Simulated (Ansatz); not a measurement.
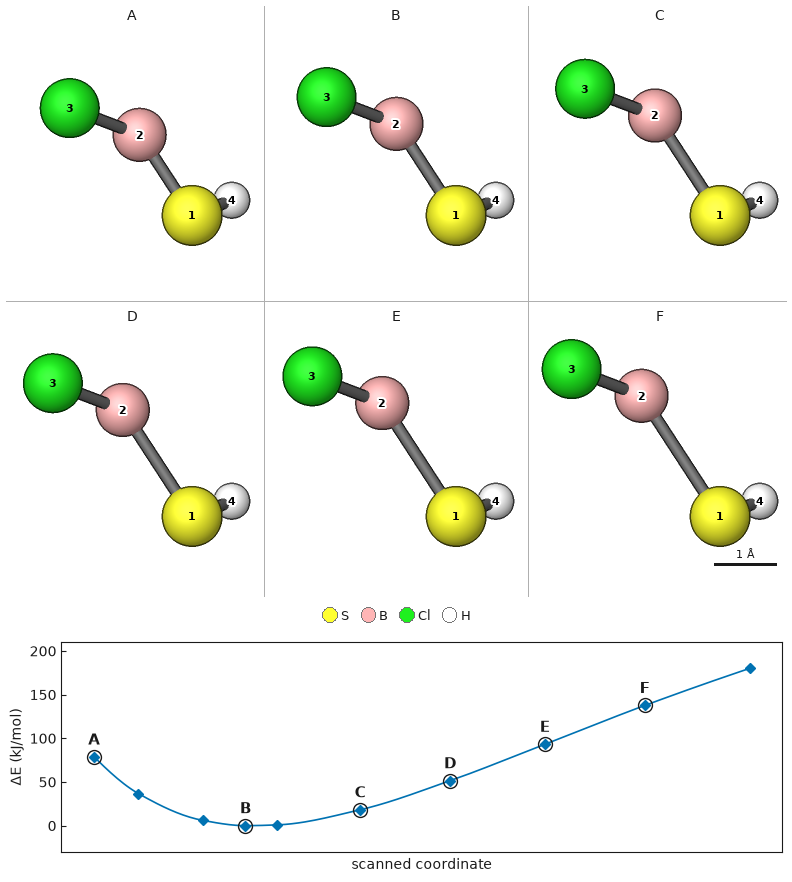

Frames of a one-coordinate scan of BHSCl (multiplicity 2). A ball-and-stick model, seen from a free direction.

Single-point energies from Ansatz with CCSD(T) in the def2-TZVPP basis, on geometries moved rigidly from the minimum at PBE0-D4/def2-TZVP. Coupled cluster with a frozen core. Energies are counted from the PBE0-D4/def2-TZVP minimum geometry at the same level.

What is being scanned?

Answer. The S1–B2 distance is varied, with the rest of the molecule carried along rigidly. In the frames the distance is 1.554 Å (A), 1.766 Å (B), 1.927 Å (C), 2.053 Å (D), 2.186 Å (E), 2.326 Å (F). The lowest computed point lies at the distance 1.766 Å (0.0 kJ/mol). The curvature at the lowest point is about 24 eV/Å² (3.9 mdyn/Å). The well is steeper on the short side, as for any bond.
